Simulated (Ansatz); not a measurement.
**Sc3Br5: a short molecular-dynamics run, part 1 of 2**

Aim: set Sc3Br5 (an element-swapped structure, 8 atoms, not relaxed) in motion for 30 steps of 1 fs at constant energy, with velocities drawn for 900 K, and see how temperature, energy and positions respond.

All numbers below are computed with Ansatz 0.2.0 (DFT PBE, plane waves, PAW, scalar-relativistic, no spin polarisation).

### Step 1. The structure to begin with

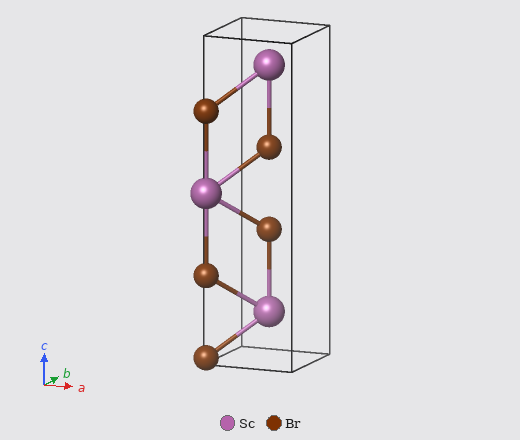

Start, viewed slightly off an axis; scandium pink, bromine brown. Each atom of the cell is drawn once.

As a file:

```xyz
8
Lattice="4.0263 0.0000 0.0000 0.0000 4.0263 0.0000 0.0000 0.0000 14.1112" Properties=species:S:1:pos:R:3 pbc="T T T"
Sc    2.0131    2.0131    1.7639
Sc    2.0131    2.0131   12.3473
Br    0.0000    0.0000    3.5278
Br    0.0000    0.0000   10.5834
Br    0.0000    0.0000    0.0000
Br    2.0131    2.0131    5.2917
Br    2.0131    2.0131    8.8195
Sc    0.0000    0.0000    7.0556
```

### Step 2. Molecular dynamics

The input, input.yaml:

```yaml
crystal:
  lattice:
    - [4.026299, 0.0, 0.0]
    - [0.0, 4.026299, 0.0]
    - [0.0, 0.0, 14.111173]
  atoms:
    - { symbol: Sc, position: [0.5, 0.5, 0.125] }
    - { symbol: Sc, position: [0.5, 0.5, 0.875] }
    - { symbol: Br, position: [0.0, 0.0, 0.25] }
    - { symbol: Br, position: [0.0, 0.0, 0.75] }
    - { symbol: Br, position: [0.0, 0.0, 0.0] }
    - { symbol: Br, position: [0.5, 0.5, 0.375] }
    - { symbol: Br, position: [0.5, 0.5, 0.625] }
    - { symbol: Sc, position: [0.0, 0.0, 0.5] }
kpoints:
  mp_grid: { grid: [4, 4, 1] }
magnetization:
  spin_polarized: false
scf:
  occupations: { method: fermi_dirac, width: 0.1 }
hamiltonian:
  pseudopotentials: { kind: paw }
  xc: pbe
basis:
  ecutwfc: 420
md:
  timestep: 1.0
  n_steps: 30
  ensemble: nve
  temperature: 900.0
  initial_velocities: maxwell_boltzmann
  seed: 117303
```

Command:

```
$ ansatz run input.yaml --threads 2 --pin off --max-ram 2560MiB --backend cpu --events-out ev --progress --plain --runs-dir out
```

The log of the run:

```text
Warning: md: disabling space-group detection — thermal motion breaks the input geometry's symmetry, so no spatial operation reduces the k-mesh or symmetrises the density; time reversal is kept, so that k and −k are solved as one point where they differ and the mesh holds both, and exact exchange and, on two spinor components, a DFT+U term hold to it where the run has them: on two components no moment then forms, and a state that bears one, which a typed moment (crystal.atoms[].spin; refused beside efield: under a hybrid functional) reaches, can lie lower, under hf by electronvolts; crystal.symmetry.detect: false (a key that needs symmetry detection or time reversal refuses this as the deck is read) with time_reversal: false beside it drops time reversal too
Warning: RAYON_NUM_THREADS=2 ignored (pool sized by the plan → 2); use --threads N
Engine: ansatz 0.2.0, x86_64-unknown-linux-gnu
Pseudopotentials: kind: paw
Pseudopotential: Sc, paw, valence charge 11, recommended cutoff 420 eV (normal), Sc.paw.azcp
Pseudopotential: Br, paw, valence charge 7, recommended cutoff 420 eV (normal), Br.paw.azcp
Functional definition: PBE
  parameter kappa = 0.804
  parameter beta = 0.06672455060314922
  exchange = pbe_x(kappa = kappa, mu = beta*pi^2/3)
  correlation = pbe_c(beta = beta)
Crystal: 8 atoms, lattice volume = 228.757 Å³
Basis set: ecut = 420 eV, 4487 PW (Γ), exchange–correlation on 54×54×192 points (8 copies of the dense FFT grid, shifted against one another)
Bands: 42, of which v1, the nominal top of the filled ones, is band 34 counted from 1 (33 counted from 0)
Symmetry: 1 space group operations
k-points: 10 of 16 (time reversal used)
Non-local potential: Sc, projectors of the file, l = 0: 3, l = 1: 2, l = 2: 3, l = 3: 1
Non-local potential: Br, projectors of the file, l = 0: 2, l = 1: 2, l = 2: 2
PAW form: soft (Blöchl's): semilocal exchange-correlation on the pseudo side does not see the compensation charge
PAW one-centre angular grid: Sc, 590 points (default); XC on 64 Gauss nodes
PAW one-centre angular grid: Br, 110 points (default); XC on 64 Gauss nodes
Initial density: superposition of atomic densities (neutral atoms: chi_scale 0, normalization atom), corrected by the library's trained network
Initial wavefunctions: pseudopotential atomic-orbital guess
Functional: x = pbe(κ = 0.804, μ = 0.2195149727645171), c = pbe(β = 0.06672455060314922)
SCF iter   1: F=—  HF=-20329.146279 eV  |F-HF|=—  |Δ(HF+E_count)|=         —  Δρ=1.65e-2  dr2=3.98e0  ethr=1.77e-3  ⟨swp⟩=6.5  Hψ=1758  notcnv=0
preconditioner: auto → Kerker (q_TF=auto, 2.229 Å⁻¹)  [metal: Δε(μ)=0.066 eV  Ē_g=4.378 eV  σ=0.100 eV  W_gap=0.16  n_scr=42 (ndim 8)  ℏωp=14.3 eV  f_vac=0.000  D(μ)=7.57/eV (n_scr^D=66)]
SCF iter   2: F=—  HF=-20329.066511 eV  |F-HF|=—  |Δ(HF+E_count)|=   7.98e-2  Δρ=6.69e-3  dr2=7.55e-1  ethr=1.77e-3  ⟨swp⟩=1.4  Hψ=508  notcnv=0
SCF iter   3: F=—  HF=-20329.052869 eV  |F-HF|=—  |Δ(HF+E_count)|=   1.36e-2  Δρ=2.08e-3  dr2=1.34e-2  ethr=1.11e-3  ⟨swp⟩=1.1  Hψ=421  notcnv=0
SCF iter   4: F=—  HF=-20329.054374 eV  |F-HF|=—  |Δ(HF+E_count)|=   1.51e-3  Δρ=7.30e-4  dr2=3.48e-3  ethr=1.97e-5  ⟨swp⟩=2.3  Hψ=578  notcnv=0
SCF iter   5: F=—  HF=-20329.054348 eV  |F-HF|=—  |Δ(HF+E_count)|=   2.62e-5  Δρ=3.21e-4  dr2=9.93e-4  ethr=5.12e-6  ⟨swp⟩=1.3  Hψ=524  notcnv=0
SCF iter   6: F=—  HF=-20329.054348 eV  |F-HF|=—  |Δ(HF+E_count)|=   1.03e-7  Δρ=4.67e-5  dr2=1.15e-5  ethr=1.46e-6  ⟨swp⟩=1.4  Hψ=428  notcnv=0
SCF iter   7: F=—  HF=-20329.054328 eV  |F-HF|=—  |Δ(HF+E_count)|=   1.97e-5  Δρ=2.20e-5  dr2=8.32e-6  ethr=1.70e-8  ⟨swp⟩=3.2  Hψ=838  notcnv=0
SCF iter   8: F=—  HF=-20329.054328 eV  |F-HF|=—  |Δ(HF+E_count)|=   8.95e-7  Δρ=9.32e-6  dr2=3.47e-7  ethr=1.22e-8  ⟨swp⟩=1.6  Hψ=427  notcnv=0
SCF iter   9: F=—  HF=-20329.054569 eV  |F-HF|=—  |Δ(HF+E_count)|=   2.41e-4  Δρ=3.03e-6  dr2=6.67e-8  ethr=5.10e-10  ⟨swp⟩=4.0  Hψ=917  notcnv=0
SCF iter  10: F=—  HF=-20329.054569 eV  |F-HF|=—  |Δ(HF+E_count)|=   6.13e-9  Δρ=1.30e-6  dr2=3.61e-8  ethr=9.81e-11  ⟨swp⟩=3.5  Hψ=601  notcnv=0
SCF iter  11: F=-20329.054569 eV  HF=-20329.054569 eV  |F-HF|=5.02e-9  |Δ(HF+E_count)|=   2.26e-9  Δρ=6.22e-7  dr2=5.56e-9  ethr=1.18e-11  ⟨swp⟩=3.2  Hψ=1473  notcnv=0
SCF 1 converged in 11 iterations: F = -20329.054569 eV  dr2 = 5.56e-9
NSCF: frozen V_eff on 10 k-points
md step     0: t =     0.00 fs  T =   900.0 K  F+E_penalty+E_count = -20329.05456896 eV  E_kin = 0.814338 eV  conserved = -20328.24023096 eV  (11 SCF iters)
Initial density: handed on by an earlier stage of this run
Initial wavefunctions: those handed on with the density
iter 1 solved again at ethr=1.90e-5 eV; its pass at ethr=3.10e-3 eV (dr2=1.29e-2 eV) is discarded
SCF iter   1: F=—  HF=-20329.046511 eV  |F-HF|=—  |Δ(HF+E_count)|=         —  Δρ=1.08e-3  dr2=1.43e-2  ethr=1.90e-5  ⟨swp⟩=2.6  Hψ=2192  notcnv=0
preconditioner: auto → Kerker (q_TF=auto, 2.229 Å⁻¹)  [metal: Δε(μ)=0.193 eV  Ē_g=4.338 eV  σ=0.100 eV  W_gap=0.45  n_scr=42 (ndim 8)  ℏωp=14.3 eV  f_vac=0.000  D(μ)=8.36/eV (n_scr^D=66)]
SCF iter   2: F=—  HF=-20329.046175 eV  |F-HF|=—  |Δ(HF+E_count)|=   3.36e-4  Δρ=4.86e-4  dr2=3.15e-3  ethr=1.90e-5  ⟨swp⟩=1.0  Hψ=420  notcnv=0
SCF iter   3: F=—  HF=-20329.046081 eV  |F-HF|=—  |Δ(HF+E_count)|=   9.38e-5  Δρ=1.19e-4  dr2=5.45e-5  ethr=4.64e-6  ⟨swp⟩=2.1  Hψ=453  notcnv=0
SCF iter   4: F=—  HF=-20329.046060 eV  |F-HF|=—  |Δ(HF+E_count)|=   2.13e-5  Δρ=3.42e-5  dr2=1.34e-5  ethr=8.01e-8  ⟨swp⟩=3.6  Hψ=807  notcnv=0
SCF iter   5: F=—  HF=-20329.046061 eV  |F-HF|=—  |Δ(HF+E_count)|=   1.02e-6  Δρ=1.40e-5  dr2=5.55e-6  ethr=1.98e-8  ⟨swp⟩=2.7  Hψ=472  notcnv=0
SCF iter   6: F=—  HF=-20329.046300 eV  |F-HF|=—  |Δ(HF+E_count)|=   2.39e-4  Δρ=6.76e-6  dr2=1.17e-6  ethr=8.16e-9  ⟨swp⟩=2.2  Hψ=478  notcnv=0
SCF iter   7: F=—  HF=-20329.046300 eV  |F-HF|=—  |Δ(HF+E_count)|=   1.05e-7  Δρ=3.57e-6  dr2=2.48e-7  ethr=1.72e-9  ⟨swp⟩=3.7  Hψ=657  notcnv=0
SCF iter   8: F=—  HF=-20329.046300 eV  |F-HF|=—  |Δ(HF+E_count)|=   2.40e-8  Δρ=1.86e-6  dr2=8.09e-8  ethr=3.65e-10  ⟨swp⟩=3.0  Hψ=586  notcnv=0
SCF iter   9: F=—  HF=-20329.046300 eV  |F-HF|=—  |Δ(HF+E_count)|=   9.28e-9  Δρ=8.60e-7  dr2=1.76e-8  ethr=1.19e-10  ⟨swp⟩=2.7  Hψ=535  notcnv=0
SCF iter  10: F=-20329.046300 eV  HF=-20329.046300 eV  |F-HF|=1.78e-9  |Δ(HF+E_count)|=   1.95e-9  Δρ=4.28e-7  dr2=2.27e-9  ethr=1.18e-11  ⟨swp⟩=5.0  Hψ=1393  notcnv=0
SCF 2 converged in 10 iterations: F = -20329.046300 eV  dr2 = 2.27e-9
md step     1: t =     1.00 fs  T =   890.9 K  F+E_penalty+E_count = -20329.04630019 eV  E_kin = 0.806069 eV  conserved = -20328.24023096 eV  (10 SCF iters)
iter 1 solved again at ethr=2.02e-5 eV; its pass at ethr=3.10e-3 eV (dr2=1.37e-2 eV) is discarded
SCF iter   1: F=—  HF=-20329.039426 eV  |F-HF|=—  |Δ(HF+E_count)|=         —  Δρ=1.10e-3  dr2=1.52e-2  ethr=2.02e-5  ⟨swp⟩=2.2  Hψ=2175  notcnv=0
preconditioner: auto → Kerker (q_TF=auto, 2.229 Å⁻¹)  [metal: Δε(μ)=0.190 eV  Ē_g=4.340 eV  σ=0.100 eV  W_gap=0.44  n_scr=42 (ndim 8)  ℏωp=14.3 eV  f_vac=0.000  D(μ)=8.39/eV (n_scr^D=66)]
SCF iter   2: F=—  HF=-20329.039079 eV  |F-HF|=—  |Δ(HF+E_count)|=   3.47e-4  Δρ=4.94e-4  dr2=3.30e-3  ethr=2.02e-5  ⟨swp⟩=1.0  Hψ=420  notcnv=0
SCF iter   3: F=—  HF=-20329.038974 eV  |F-HF|=—  |Δ(HF+E_count)|=   1.05e-4  Δρ=1.20e-4  dr2=5.63e-5  ethr=4.86e-6  ⟨swp⟩=2.1  Hψ=444  notcnv=0
SCF iter   4: F=—  HF=-20329.038952 eV  |F-HF|=—  |Δ(HF+E_count)|=   2.18e-5  Δρ=3.46e-5  dr2=1.31e-5  ethr=8.27e-8  ⟨swp⟩=3.7  Hψ=945  notcnv=0
SCF iter   5: F=—  HF=-20329.038949 eV  |F-HF|=—  |Δ(HF+E_count)|=   3.03e-6  Δρ=1.40e-5  dr2=5.64e-6  ethr=1.93e-8  ⟨swp⟩=2.7  Hψ=475  notcnv=0
SCF iter   6: F=—  HF=-20329.039194 eV  |F-HF|=—  |Δ(HF+E_count)|=   2.44e-4  Δρ=6.74e-6  dr2=1.18e-6  ethr=8.29e-9  ⟨swp⟩=2.2  Hψ=459  notcnv=0
```

### Step 3. The log goes on

Output, continued:

```text
SCF iter   7: F=—  HF=-20329.039194 eV  |F-HF|=—  |Δ(HF+E_count)|=   1.13e-7  Δρ=3.75e-6  dr2=2.45e-7  ethr=1.74e-9  ⟨swp⟩=2.8  Hψ=607  notcnv=0
SCF iter   8: F=—  HF=-20329.039194 eV  |F-HF|=—  |Δ(HF+E_count)|=   2.46e-8  Δρ=1.89e-6  dr2=7.90e-8  ethr=3.60e-10  ⟨swp⟩=2.7  Hψ=525  notcnv=0
SCF iter   9: F=—  HF=-20329.039194 eV  |F-HF|=—  |Δ(HF+E_count)|=   9.39e-9  Δρ=8.82e-7  dr2=1.77e-8  ethr=1.16e-10  ⟨swp⟩=2.3  Hψ=545  notcnv=0
SCF iter  10: F=-20329.039194 eV  HF=-20329.039194 eV  |F-HF|=2.01e-9  |Δ(HF+E_count)|=   2.10e-9  Δρ=4.48e-7  dr2=2.51e-9  ethr=1.18e-11  ⟨swp⟩=5.0  Hψ=1386  notcnv=0
SCF 3 converged in 10 iterations: F = -20329.039194 eV  dr2 = 2.51e-9
md step     2: t =     2.00 fs  T =   883.0 K  F+E_penalty+E_count = -20329.03919366 eV  E_kin = 0.798964 eV  conserved = -20328.24023010 eV  (10 SCF iters)
[... from here on, the SCF cycles and remarks between the steps are left out ...]
md step     3: t =     3.00 fs  T =   876.5 K  F+E_penalty+E_count = -20329.03326357 eV  E_kin = 0.793034 eV  conserved = -20328.24022942 eV  (10 SCF iters)
md step     4: t =     4.00 fs  T =   871.2 K  F+E_penalty+E_count = -20329.02852077 eV  E_kin = 0.788292 eV  conserved = -20328.24022891 eV  (10 SCF iters)
md step     5: t =     5.00 fs  T =   867.3 K  F+E_penalty+E_count = -20329.02497395 eV  E_kin = 0.784745 eV  conserved = -20328.24022850 eV  (3 SCF iters)
md step     6: t =     6.00 fs  T =   864.7 K  F+E_penalty+E_count = -20329.02262957 eV  E_kin = 0.782402 eV  conserved = -20328.24022800 eV  (2 SCF iters)
md step     7: t =     7.00 fs  T =   863.4 K  F+E_penalty+E_count = -20329.02149189 eV  E_kin = 0.781265 eV  conserved = -20328.24022722 eV  (2 SCF iters)
md step     8: t =     8.00 fs  T =   863.5 K  F+E_penalty+E_count = -20329.02156294 eV  E_kin = 0.781336 eV  conserved = -20328.24022677 eV  (3 SCF iters)
md step     9: t =     9.00 fs  T =   864.9 K  F+E_penalty+E_count = -20329.02284251 eV  E_kin = 0.782616 eV  conserved = -20328.24022679 eV  (2 SCF iters)
md step    10: t =    10.00 fs  T =   867.7 K  F+E_penalty+E_count = -20329.02532817 eV  E_kin = 0.785101 eV  conserved = -20328.24022703 eV  (10 SCF iters)
md step    11: t =    11.00 fs  T =   871.8 K  F+E_penalty+E_count = -20329.02901521 eV  E_kin = 0.788788 eV  conserved = -20328.24022728 eV  (3 SCF iters)
md step    12: t =    12.00 fs  T =   877.2 K  F+E_penalty+E_count = -20329.03389669 eV  E_kin = 0.793669 eV  conserved = -20328.24022741 eV  (2 SCF iters)
md step    13: t =    13.00 fs  T =   883.9 K  F+E_penalty+E_count = -20329.03996336 eV  E_kin = 0.799735 eV  conserved = -20328.24022791 eV  (3 SCF iters)
md step    14: t =    14.00 fs  T =   891.9 K  F+E_penalty+E_count = -20329.04720368 eV  E_kin = 0.806975 eV  conserved = -20328.24022884 eV  (2 SCF iters)
md step    15: t =    15.00 fs  T =   901.1 K  F+E_penalty+E_count = -20329.05560383 eV  E_kin = 0.815374 eV  conserved = -20328.24023002 eV  (3 SCF iters)
md step    16: t =    16.00 fs  T =   911.7 K  F+E_penalty+E_count = -20329.06514762 eV  E_kin = 0.824917 eV  conserved = -20328.24023111 eV  (2 SCF iters)
md step    17: t =    17.00 fs  T =   923.5 K  F+E_penalty+E_count = -20329.07581657 eV  E_kin = 0.835584 eV  conserved = -20328.24023223 eV  (3 SCF iters)
md step    18: t =    18.00 fs  T =   936.5 K  F+E_penalty+E_count = -20329.08758984 eV  E_kin = 0.847356 eV  conserved = -20328.24023356 eV  (2 SCF iters)
md step    19: t =    19.00 fs  T =   950.7 K  F+E_penalty+E_count = -20329.10044422 eV  E_kin = 0.860209 eV  conserved = -20328.24023497 eV  (2 SCF iters)
md step    20: t =    20.00 fs  T =   966.1 K  F+E_penalty+E_count = -20329.11435417 eV  E_kin = 0.874117 eV  conserved = -20328.24023670 eV  (10 SCF iters)
md step    21: t =    21.00 fs  T =   982.6 K  F+E_penalty+E_count = -20329.12929170 eV  E_kin = 0.889053 eV  conserved = -20328.24023850 eV  (3 SCF iters)
md step    22: t =    22.00 fs  T =  1000.2 K  F+E_penalty+E_count = -20329.14522651 eV  E_kin = 0.904987 eV  conserved = -20328.24023995 eV  (2 SCF iters)
md step    23: t =    23.00 fs  T =  1018.9 K  F+E_penalty+E_count = -20329.16212592 eV  E_kin = 0.921884 eV  conserved = -20328.24024164 eV  (3 SCF iters)
md step    24: t =    24.00 fs  T =  1038.6 K  F+E_penalty+E_count = -20329.17995491 eV  E_kin = 0.939711 eV  conserved = -20328.24024400 eV  (2 SCF iters)
md step    25: t =    25.00 fs  T =  1059.2 K  F+E_penalty+E_count = -20329.19867613 eV  E_kin = 0.958429 eV  conserved = -20328.24024670 eV  (2 SCF iters)
md step    26: t =    26.00 fs  T =  1080.9 K  F+E_penalty+E_count = -20329.21824994 eV  E_kin = 0.978000 eV  conserved = -20328.24024945 eV  (3 SCF iters)
md step    27: t =    27.00 fs  T =  1103.4 K  F+E_penalty+E_count = -20329.23863437 eV  E_kin = 0.998382 eV  conserved = -20328.24025187 eV  (2 SCF iters)
md step    28: t =    28.00 fs  T =  1126.8 K  F+E_penalty+E_count = -20329.25978522 eV  E_kin = 1.019531 eV  conserved = -20328.24025446 eV  (3 SCF iters)
md step    29: t =    29.00 fs  T =  1150.9 K  F+E_penalty+E_count = -20329.28165600 eV  E_kin = 1.041398 eV  conserved = -20328.24025762 eV  (2 SCF iters)
iter 1 solved again at ethr=6.12e-5 eV; its pass at ethr=3.10e-3 eV (dr2=4.16e-2 eV) is discarded
SCF iter   1: F=—  HF=-20329.305180 eV  |F-HF|=—  |Δ(HF+E_count)|=         —  Δρ=1.70e-3  dr2=4.27e-2  ethr=6.12e-5  ⟨swp⟩=1.2  Hψ=2133  notcnv=0
preconditioner: auto → Kerker (q_TF=auto, 2.229 Å⁻¹)  [metal: Δε(μ)=0.129 eV  Ē_g=4.521 eV  σ=0.100 eV  W_gap=0.31  n_scr=42 (ndim 8)  ℏωp=14.3 eV  f_vac=0.000  D(μ)=10.03/eV (n_scr^D=84)]
SCF iter   2: F=—  HF=-20329.304239 eV  |F-HF|=—  |Δ(HF+E_count)|=   9.41e-4  Δρ=7.20e-4  dr2=9.03e-3  ethr=6.12e-5  ⟨swp⟩=1.0  Hψ=420  notcnv=0
SCF iter   3: F=—  HF=-20329.303976 eV  |F-HF|=—  |Δ(HF+E_count)|=   2.63e-4  Δρ=1.71e-4  dr2=1.46e-4  ethr=1.33e-5  ⟨swp⟩=1.5  Hψ=426  notcnv=0
SCF iter   4: F=—  HF=-20329.303965 eV  |F-HF|=—  |Δ(HF+E_count)|=   1.06e-5  Δρ=6.60e-5  dr2=2.81e-5  ethr=2.15e-7  ⟨swp⟩=4.2  Hψ=728  notcnv=0
SCF iter   5: F=—  HF=-20329.303955 eV  |F-HF|=—  |Δ(HF+E_count)|=   1.02e-5  Δρ=2.22e-5  dr2=8.75e-6  ethr=4.14e-8  ⟨swp⟩=2.0  Hψ=496  notcnv=0
SCF iter   6: F=—  HF=-20329.303952 eV  |F-HF|=—  |Δ(HF+E_count)|=   2.68e-6  Δρ=1.08e-5  dr2=1.41e-6  ethr=1.29e-8  ⟨swp⟩=2.2  Hψ=559  notcnv=0
SCF iter   7: F=—  HF=-20329.304198 eV  |F-HF|=—  |Δ(HF+E_count)|=   2.46e-4  Δρ=4.36e-6  dr2=2.90e-7  ethr=2.07e-9  ⟨swp⟩=2.2  Hψ=610  notcnv=0
SCF iter   8: F=—  HF=-20329.304198 eV  |F-HF|=—  |Δ(HF+E_count)|=   2.54e-8  Δρ=1.83e-6  dr2=6.34e-8  ethr=4.26e-10  ⟨swp⟩=2.8  Hψ=649  notcnv=0
SCF iter   9: F=—  HF=-20329.304198 eV  |F-HF|=—  |Δ(HF+E_count)|=   6.60e-9  Δρ=9.91e-7  dr2=1.90e-8  ethr=9.32e-11  ⟨swp⟩=2.3  Hψ=562  notcnv=0
SCF iter  10: F=-20329.304198 eV  HF=-20329.304198 eV  |F-HF|=5.03e-9  |Δ(HF+E_count)|=   2.43e-9  Δρ=5.13e-7  dr2=5.72e-9  ethr=1.18e-11  ⟨swp⟩=4.8  Hψ=1384  notcnv=0
SCF 31 converged in 10 iterations: F = -20329.304198 eV  dr2 = 5.72e-9
md step    30: t =    30.00 fs  T =  1175.9 K  F+E_penalty+E_count = -20329.30419800 eV  E_kin = 1.063937 eV  conserved = -20328.24026101 eV  (10 SCF iters)
NSCF: frozen V_eff on 10 k-points
the band table was solved once a step of the walk had ended and its energy, with any forces and stress, was formed, with the checks that follow a solve (1766 applications of the Hamiltonian). They found nothing against the state; the energy, forces and stress were not computed again (output.eigenvalues in the input reference)
SCF converged after 10 iterations
Free energy (F): -20329.304198 eV
Harris-Foulkes:  -20329.304198 eV  (|F-HF|=5.03e-9)
Internal energy: -20328.974159 eV  (E = F + TS)
E sigma→0 (E₀):  -20329.139178 eV
Entropy (-TS):   -0.330039 eV (-41.255 meV/atom)
Fermi energy:    7.096760 eV
--- Per-component energies (eV) ---
  E_band       = -657.086211
  E_kinetic    = 1434.984512
  E_local      = -3862.399857  (includes V_loc(G=0)·N_el)
  E_nonlocal   = 606.040405
  E_hartree    = 1234.621996
  E_xc         = -1627.370893
  E_vxc        = -894.896716  (∫ρ·V_xc dr)
  E_paw        = -14102.262757  (= ΣΔE_a)
  E_vpaw       = -410.058357  (= ΣTr[D̂ρ^β])
  E_aug_tail   = 0.000029  (compensation charges beyond the density's cutoff)
  E_ewald      = -4012.587593
  E_smearing   = -0.330039  (= −TS)
  E_closure    = 0.000000  (closes the sum)
  Σ components = -20329.304198   (vs F -20329.304198, Δ=0.00e0)
--- Forces (eV/Å), atoms counted from 1 ---
  atom   1  Sc    -0.15191171    -0.04820632     0.28562788
  atom   2  Sc    -0.05659807    -0.00227773    -0.24724294
  atom   3  Br    -0.20503435     0.02402214    -1.51259053
  atom   4  Br    -0.27872368     0.00549766     1.21035060
  atom   5  Br     0.07674300     0.07658546     0.23348922
  atom   6  Br     0.25348781    -0.14234293     1.39579028
  atom   7  Br     0.33250794    -0.24872241    -1.17128442
  atom   8  Sc     0.02952256     0.33544793    -0.19415534
  max |Σ_I F_I| component: 1.53e-5 eV/Å
--- Band table (eV; the first three rows and the last of 10) ---
  k-point 0: bands = ["-44.3309", "-44.0448", "-44.0348", "-23.0285", "-22.8734", "-22.8679", "-22.6860", "-22.6579", "-22.6517", "-22.6494", "-22.6232", "-22.5996", "-9.8225", "-9.5273", "-9.2546", "-8.7100", "-8.3212", "1.0231", "1.4767", "2.2818", "2.3787", "2.3916", "2.8872", "2.8895", "2.9665", "3.0132", "3.2236", "3.6650", "4.0300", "4.0576", "4.4099", "4.4334", "6.1056", "6.4285", "6.5489", "6.6743", "6.9304", "7.4260", "7.7856", "7.9023", "7.9514", "8.0006"]
  k-point 1: bands = ["-44.3304", "-44.0443", "-44.0343", "-23.0274", "-22.8834", "-22.8676", "-22.6876", "-22.6605", "-22.6579", "-22.6554", "-22.6259", "-22.5986", "-9.6469", "-9.4369", "-9.0854", "-8.7840", "-8.3943", "0.9777", "1.2070", "1.7126", "1.9196", "2.0395", "2.5872", "2.7183", "2.9845", "3.0944", "3.2544", "3.3326", "3.8534", "3.9874", "4.1431", "4.4507", "6.7516", "6.8645", "6.9311", "7.2207", "7.2753", "7.5925", "7.7054", "7.7530", "7.8135", "7.8940"]
  k-point 2: bands = ["-44.3298", "-44.0437", "-44.0337", "-23.0264", "-22.8939", "-22.8668", "-22.6909", "-22.6713", "-22.6617", "-22.6555", "-22.6271", "-22.5976", "-9.4577", "-9.2155", "-9.0487", "-8.6785", "-8.6558", "0.6756", "0.9954", "1.2798", "1.3537", "1.6216", "2.3830", "2.8423", "3.0727", "3.2135", "3.3602", "3.4170", "3.8091", "3.8355", "4.1935", "4.3221", "6.7833", "6.9703", "7.0566", "7.2396", "7.5554", "7.6016", "7.6628", "7.8029", "7.9044", "7.9352"]
  k-point 9: bands = ["-44.3288", "-44.0427", "-44.0327", "-23.0245", "-22.8918", "-22.8867", "-22.6907", "-22.6741", "-22.6712", "-22.6683", "-22.6336", "-22.5984", "-9.3414", "-9.0851", "-8.9211", "-8.5427", "-8.5305", "0.8718", "0.9031", "1.4730", "1.4946", "1.6095", "1.6212", "1.6975", "2.0548", "2.6151", "3.1106", "3.1538", "3.2969", "3.3799", "3.7356", "3.9007", "6.5575", "7.3625", "7.7562", "7.7696", "7.9233", "8.0546", "8.0897", "8.1224", "8.1897", "8.2967"]
--- MD trajectory: 30 steps, t = 0.0 → 30.0 fs ---
  final state: T = 1175.9 K   F+E_penalty+E_count = -20329.30419800 eV   E_kin = 1.063937 eV
  conserved energy: peak-to-peak 3.424e-5 eV (4.280e-6 eV/atom) over 30.0 fs
```

Run time: 41 s. Hardware: 2 threads of Intel Xeon 6975P-C (Granite Rapids), shared host; peak memory 0.57 GiB.

(Continued in part 2 of 2.)
